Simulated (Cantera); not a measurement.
Input: 1 mol Pb, 0.0079 mol O2, 2.3 mol CO, equilibrated at 33.0 Pa.

Equilibrium computed with Cantera from the NASA thermochemical tables; the gas is ideal and each condensed phase is pure. Candidate condensed phases: C, Pb, PbO, PbO2, Pb3O4; 15 gas species. Equilibrium is a limit: real reactors are often held back by kinetics, nucleation or transport.

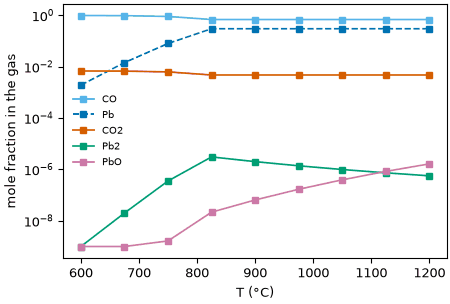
Figure: Equilibrium gas composition (values under 1e-9 drawn at 1e-9)

Read off the mole fractions at 675 °C.

CO about 0.98, Pb about 0.015, CO2 about 0.0068, Pb2 about 2.0e-8.
